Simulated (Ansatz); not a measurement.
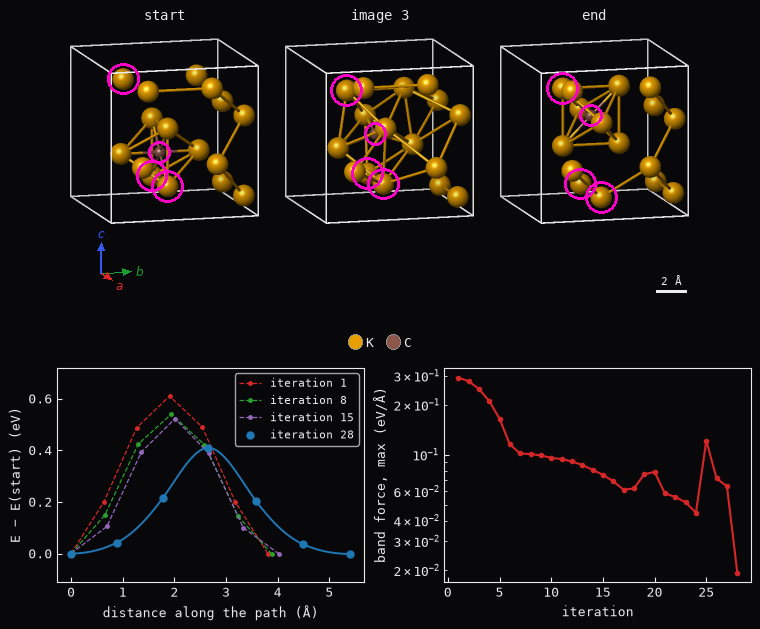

NEB run on K with an interstitial C (17 atoms in the cell). Images are numbered from 0 (start) to 6 (end). The plot follows the band through its iterations. A ball-and-stick model of the simulation cell (origin moved), seen slightly off an axis. The atoms that move most are ringed. Bonds to atoms that aren't drawn are left out.

All numbers below come from DFT LDA, scalar-relativistic, plane waves, PAW (Ansatz 0.2.0). Settings: plane-wave cutoff 420 eV; k-point mesh 2 × 2 × 2; Gaussian smearing 0.1 eV; 5 movable images; climbing image; force threshold 0.05 eV/Å; iteration limit 80; spring constant 2.0 eV/Å²; optimiser FIRE; starting path by straight interpolation.

**Judge this run.**

The run is converged, with reservations. The band converged in 28 iterations. The largest component of the band force went from 0.29 to 0.019 eV/Å. The climbing image converged on the top of the path. A check of its curvatures didn't confirm a first-order saddle. The first iteration put the highest image at 0.61 eV. The barrier is about 0.41 eV in both directions, with image 3 at the top; the ends have nearly the same energy.

The run took 17 min on 4 threads of Intel(R) Xeon(R) 6975P-C (Granite Rapids), on a shared host, peak memory 5.7 GiB.
